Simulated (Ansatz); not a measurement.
Run report: SiN$_{3}$H$_{9}$O, nudged elastic band (part 2 of 2)

Continued. System: SiN$_{3}$H$_{9}$O. Method: RKS PBE0/6-31G* (Ansatz 0.2.0). It belongs to a series of runs on one base structure; here: band between the two ends.

Geometry of the input (Å):
```
Si -0.1887  0.2861  -0.0232
H  -0.5057  0.4044  1.4316
N  1.5132  0.3337  -0.2279
H  2.0085  -0.4424  0.2057
H  1.8648  0.5098  -1.1604
N  -0.8073  1.5172  -1.0706
H  -1.8061  1.5820  -1.2131
H  -0.3978  2.4412  -1.0144
N  -0.9220  -1.2638  -0.4100
H  -1.7835  -1.5005  0.0697
H  -1.0012  -1.5082  -1.3919
O  1.4493  -2.5068  0.7872
H  0.6005  -2.2938  0.3419
H  1.1972  -2.6455  1.7083
```

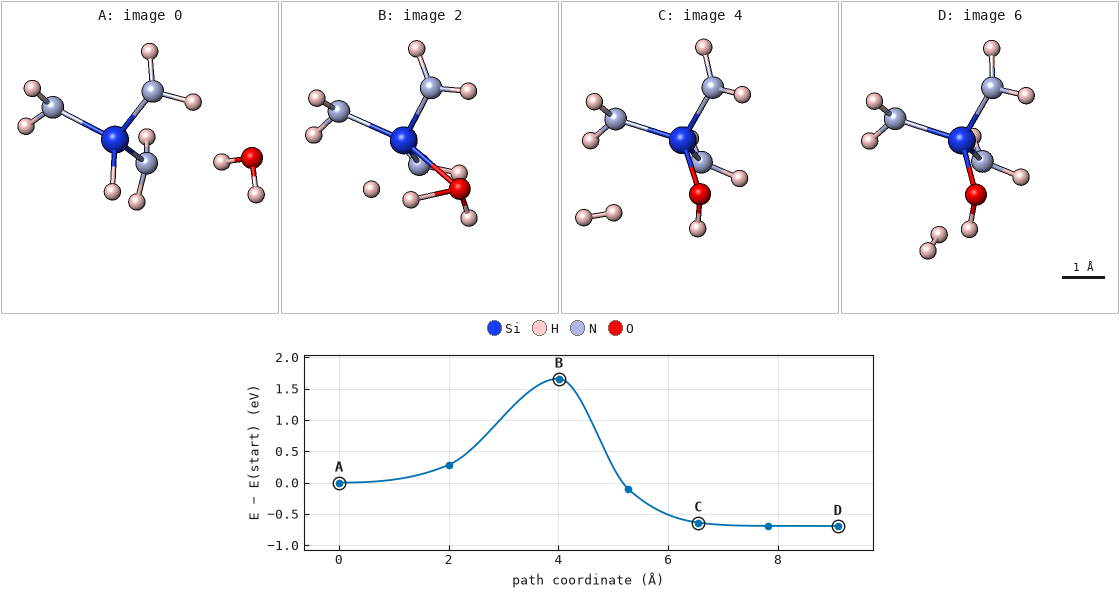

Figure 1. Images of the last band (counted from 0; ball-and-stick, seen at a tilt) above the energy along the path; the line is a cubic interpolation that uses the forces. The highest image is number 2, 1.658 eV above the start and 2.351 eV above the end (the climbing image); the end lies 0.692 eV below the start. The path is 9.09 Å long. The band converged in 30 iterations.

```
Total energy: -14530.36984609 eV, -533.9812428054 hartree
Atom 0 at     0.107246    -0.292158    -0.145885 Å, force     0.000382    -0.000836     0.000891 eV/Å
Atom 1 at    -0.168675     0.180415     1.526254 Å, force    -0.000708    -0.000401    -0.000197 eV/Å
Atom 2 at     1.721272     0.035043    -0.592442 Å, force     0.000816     0.000367     0.000055 eV/Å
Atom 3 at     2.473213    -0.599956    -0.376445 Å, force    -0.000133    -0.000187     0.000020 eV/Å
Atom 4 at     1.934112     0.715236    -1.305813 Å, force    -0.000208    -0.000070    -0.000114 eV/Å
Atom 5 at    -0.658488     1.189909    -0.692811 Å, force    -0.000167     0.000175    -0.000228 eV/Å
Atom 6 at    -1.660262     1.247441    -0.548496 Å, force    -0.000039     0.000097     0.000066 eV/Å
Atom 7 at    -0.240604     2.044755    -0.343276 Å, force     0.000007    -0.000030     0.000009 eV/Å
Atom 8 at    -1.064419    -1.399518    -0.781815 Å, force    -0.000137     0.000458     0.000085 eV/Å
Atom 9 at    -0.814158    -2.369800    -0.916306 Å, force     0.000092    -0.000021     0.000014 eV/Å
Atom 10 at    -1.600026    -1.061197    -1.571640 Å, force    -0.000011    -0.000200     0.000144 eV/Å
Atom 11 at     0.783893    -1.684179     1.025823 Å, force    -0.000673     0.000597    -0.000198 eV/Å
Atom 12 at     0.131062    -2.394219     1.122284 Å, force    -0.000027    -0.000239    -0.000137 eV/Å
Atom 13 at     0.277033    -0.698275     1.633567 Å, force     0.000804     0.000289    -0.000410 eV/Å
Dipole moment:    -0.131151    -0.159761    -0.137924 e Å
this run last wrote the band of iteration 30 to [file]
```

### The last band as extended XYZ (Å, eV, eV/Å)
```
14
Properties=species:S:1:pos:R:3:forces:R:3 image=0 energy=-14532.02818
Si   -0.1887    0.2861   -0.0232    0.0024   0.0113   0.0015
H    -0.5057    0.4044    1.4316   -0.0009  -0.0013  -0.0039
N     1.5132    0.3337   -0.2279    0.0012   0.0099   0.0139
H     2.0085   -0.4424    0.2057    0.0029  -0.0020  -0.0020
H     1.8648    0.5098   -1.1604   -0.0021  -0.0021  -0.0057
N    -0.8073    1.5172   -1.0706   -0.0006  -0.0065   0.0022
H    -1.8061    1.5820   -1.2131    0.0018   0.0008   0.0007
H    -0.3978    2.4412   -1.0144    0.0008  -0.0014  -0.0019
N    -0.9220   -1.2638   -0.4100   -0.0077  -0.0078  -0.0078
H    -1.7835   -1.5005    0.0697    0.0028   0.0027   0.0046
H    -1.0012   -1.5082   -1.3919   -0.0006   0.0005   0.0013
O     1.4493   -2.5068    0.7872   -0.0223   0.0003   0.0067
H     0.6005   -2.2938    0.3419    0.0117  -0.0049  -0.0105
H     1.1972   -2.6455    1.7083    0.0106   0.0004   0.0010
14
Properties=species:S:1:pos:R:3:forces:R:3 image=1 energy=-14531.74355
Si   -0.0743    0.0577   -0.1487   -0.0685   0.0685  -0.0259
H    -0.2791   -0.0353    1.3343   -0.0287  -0.0466  -0.0470
N     1.6041    0.2090   -0.4743   -0.0245   0.0400   0.0498
H     2.2140   -0.5445   -0.1811   -0.0533   0.0116   0.0556
H     1.8865    0.6093   -1.3588   -0.0010  -0.0306  -0.0172
N    -0.7741    1.4724   -0.8460   -0.0183   0.0648  -0.0479
H    -1.7800    1.5470   -0.7714   -0.0306   0.0613  -0.0642
H    -0.3402    2.3494   -0.5873   -0.0189   0.0781  -0.0654
N    -0.9101   -1.3279   -0.7903    0.0259   0.0230  -0.0057
H    -1.5144   -1.9168   -0.2386   -0.1437   0.1023   0.1685
H    -1.2438   -1.2782   -1.7447    0.0966  -0.0564  -0.0399
O     1.1820   -2.2160    1.3445    0.0780  -0.1214   0.0553
H     0.5348   -2.5066    0.6846    0.0966  -0.0115  -0.0701
H     0.7159   -1.5062    1.8106    0.0906  -0.1830   0.0539
14
Properties=species:S:1:pos:R:3:forces:R:3 image=2 energy=-14530.36982
Si    0.1072   -0.2922   -0.1459    0.0004  -0.0008   0.0009
H    -0.1687    0.1804    1.5263   -0.0007  -0.0004  -0.0002
N     1.7213    0.0350   -0.5924    0.0008   0.0004   0.0001
H     2.4732   -0.6000   -0.3764   -0.0001  -0.0002   0.0000
H     1.9341    0.7152   -1.3058   -0.0002  -0.0001  -0.0001
N    -0.6585    1.1899   -0.6928   -0.0002   0.0002  -0.0002
H    -1.6603    1.2474   -0.5485    0.0000   0.0001   0.0001
H    -0.2406    2.0448   -0.3433    0.0000   0.0000   0.0000
N    -1.0644   -1.3995   -0.7818   -0.0001   0.0005   0.0001
H    -0.8142   -2.3698   -0.9163    0.0001   0.0000   0.0000
H    -1.6000   -1.0612   -1.5716    0.0000  -0.0002   0.0001
O     0.7839   -1.6842    1.0258   -0.0007   0.0006  -0.0002
H     0.1311   -2.3942    1.1223    0.0000  -0.0002  -0.0001
H     0.2770   -0.6983    1.6336    0.0008   0.0003  -0.0004
14
Properties=species:S:1:pos:R:3:forces:R:3 image=3 energy=-14532.13216
Si    0.2057   -0.4990   -0.3600    0.0681  -0.1404  -0.1457
H    -0.2922    0.4267    2.1322   -0.0742   0.1617   0.4167
N     1.7806   -0.0541   -0.8328    0.0386  -0.0604  -0.1711
H     2.5727   -0.5715   -0.4872    0.0654   0.0143  -0.0886
H     2.0033    0.7256   -1.4266    0.0438   0.0076  -0.0873
N    -0.6159    1.0187   -0.4629    0.0290  -0.1128   0.1662
H    -1.6222    1.0958   -0.4230    0.0273  -0.0970   0.1019
H    -0.1678    1.8941   -0.2337    0.0538  -0.1007   0.0868
N    -1.0204   -1.4951   -1.0479    0.0223  -0.0609  -0.1788
H    -0.8666   -2.4895   -1.1174   -0.0439  -0.0762  -0.1406
H    -1.5981   -1.1443   -1.7960   -0.0077  -0.0459  -0.1470
O     0.7164   -1.5679    0.8527   -0.0420   0.0707  -0.1280
H     0.0396   -2.2072    1.1060   -0.0596   0.1216  -0.0198
H     0.0861   -0.2190    2.1295   -0.1209   0.3185   0.3352
14
Properties=species:S:1:pos:R:3:forces:R:3 image=4 energy=-14532.66576
Si    0.2076   -0.5291   -0.4831   -0.0102  -0.0102  -0.0047
H    -0.2664    0.4507    2.9610   -0.0062   0.0168   0.0913
N     1.7603   -0.1330   -1.0766    0.0073  -0.0057  -0.0277
H     2.5780   -0.6633   -0.8215    0.0038  -0.0151  -0.0250
H     1.9415    0.6205   -1.7187   -0.0081  -0.0125  -0.0406
N    -0.5996    0.9783   -0.3238   -0.0038  -0.0016   0.0001
H    -1.5874    1.0065   -0.1148    0.0016  -0.0172   0.0228
H    -0.1116    1.7635    0.0825    0.0060  -0.0168   0.0237
N    -0.9863   -1.4770   -1.3051    0.0085  -0.0106  -0.0282
H    -0.7886   -2.4476   -1.5078    0.0188  -0.0044  -0.0366
H    -1.4901   -1.0507   -2.0711    0.0200   0.0014  -0.0334
O     0.6247   -1.4970    0.8145   -0.0074   0.0174   0.0057
H    -0.1077   -2.0594    1.0928   -0.0182   0.0243   0.0093
H     0.0469   -0.0488    2.5046   -0.0119   0.0343   0.0432
14
Properties=species:S:1:pos:R:3:forces:R:3 image=5 energy=-14532.71820
Si    0.1482   -0.4553   -0.5683   -0.0004   0.0001  -0.0002
H     0.1205   -0.0199    3.7485    0.0009  -0.0008   0.0020
N     1.7295   -0.0650   -1.1090    0.0003   0.0006   0.0003
H     2.4875   -0.7116   -0.9477   -0.0002  -0.0003   0.0000
H     1.8699    0.4937   -1.9372   -0.0002  -0.0005  -0.0007
N    -0.6606    1.0543   -0.4431   -0.0002   0.0001  -0.0005
H    -1.6487    1.0793   -0.2339   -0.0003   0.0001  -0.0007
H    -0.1700    1.8263   -0.0138   -0.0003   0.0002  -0.0006
N    -0.9856   -1.4142   -1.4640    0.0002   0.0000  -0.0005
H    -0.7501   -2.3774   -1.6652    0.0004   0.0000  -0.0003
H    -1.4243   -0.9869   -2.2694    0.0004  -0.0002  -0.0007
O     0.4880   -1.3732    0.7835   -0.0004   0.0004   0.0001
H    -0.2834   -1.8683    1.0835   -0.0006   0.0007   0.0002
H     0.3002   -0.2682    3.0691    0.0006  -0.0002   0.0015
14
Properties=species:S:1:pos:R:3:forces:R:3 image=6 energy=-14532.72035
Si    0.0404   -0.3702   -0.5936   -0.0031  -0.0011   0.0004
H     0.7741   -0.5521    3.9876   -0.0013  -0.0021  -0.0084
N     1.6683   -0.0033   -0.9939    0.0090   0.0006  -0.0004
H     2.4057   -0.6345   -0.7165   -0.0041   0.0031  -0.0022
H     1.8925    0.5031   -1.8372   -0.0013  -0.0026   0.0036
N    -0.7752    1.1399   -0.6346   -0.0052   0.0088  -0.0003
H    -1.7795    1.1757   -0.5311    0.0025  -0.0037  -0.0010
H    -0.3276    1.9391   -0.2085    0.0018  -0.0015  -0.0009
N    -0.9973   -1.3838   -1.5430   -0.0034  -0.0051  -0.0055
H    -0.7446   -2.3564   -1.6607   -0.0018   0.0050  -0.0003
H    -1.3523   -1.0075   -2.4127    0.0038  -0.0022   0.0073
O     0.2436   -1.2106    0.8340    0.0028  -0.0014   0.0021
H    -0.5581   -1.6792    1.0940   -0.0015   0.0002  -0.0021
H     0.7313   -0.6467    3.2492    0.0017   0.0020   0.0079
```

### Key numbers

```csv
quantity,value
outcome,converged
"barrier, forward",1.658 eV
"barrier, backward",2.350 eV
wall time,2.9 min (CPU time 5.5 min)
peak memory,0.24 GiB
```

### Remarks

The order of the saddle point was not checked.
